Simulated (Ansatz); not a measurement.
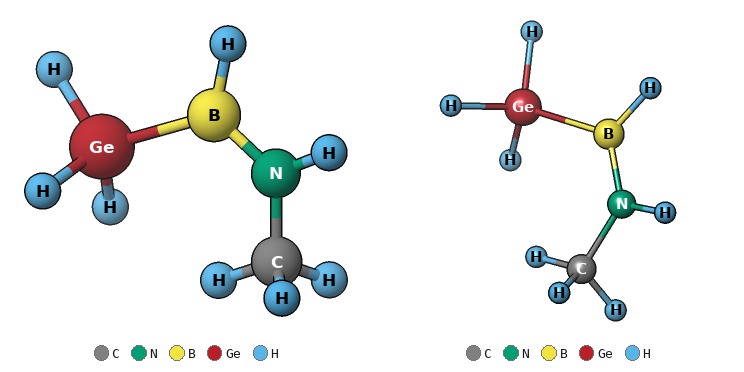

Both panels show the same species.

Computed geometry: PBE-D4/def2-SVP optimisation. No frequency run is at hand to confirm it as a minimum.

### Which formula does it have?

CH₈BGeN, 12 atoms: 1 carbon, 8 hydrogen, 1 boron, 1 germanium and 1 nitrogen.

### What is its SMILES?

CN[BH][GeH3]

### Count the bonded pairs by element.

3 C–H, 3 Ge–H, 1 C–N, 1 B–N, 1 B–Ge, 1 N–H, 1 B–H.
